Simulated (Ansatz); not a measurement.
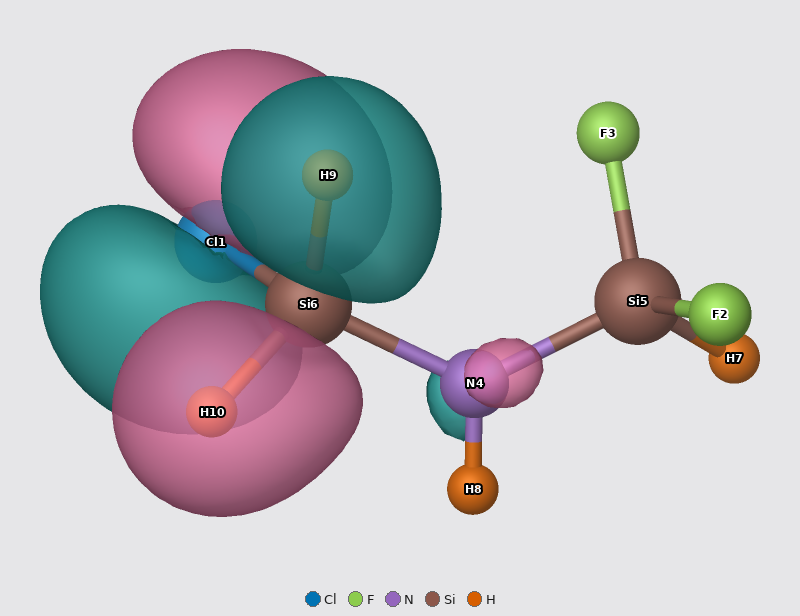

ClF$_{2}$H$_{4}$NSi$_{2}$ (SMILES F[SiH](F)N[SiH2]Cl). The HOMO−1 at ±0.08 Å⁻³ᐟ² (teal and pink are the two phases), seen across its widest extent.

Geometry: PBE0-D3(BJ)/def2-SVP.

Theory: isolated molecule in a Gaussian basis; Kohn-Sham density functional theory, functional PBE0 (Ansatz).

```tsv
atom	x (Å)	y (Å)	z (Å)
Cl	1.6320	1.4698	-0.3912
F	-3.7665	0.0760	-0.0763
F	-2.2075	1.9720	0.6858
N	-1.0323	-0.2168	-0.2798
Si	-2.3512	0.3676	0.6389
Si	-0.0182	0.6855	-1.3648
H	-2.4182	-0.2036	1.9958
H	-0.7528	-1.1796	-0.1084
H	-0.7986	1.8127	-1.9263
H	0.4940	-0.2402	-2.4074
```

Q: What is the character of this orbital?

A: Its weight (Hirshfeld) is mainly on Cl1 (about 65 %), Si6 (about 15 %), H10 (about 10 %) and H9 (about 10 %). Its energy is −9.09 eV.
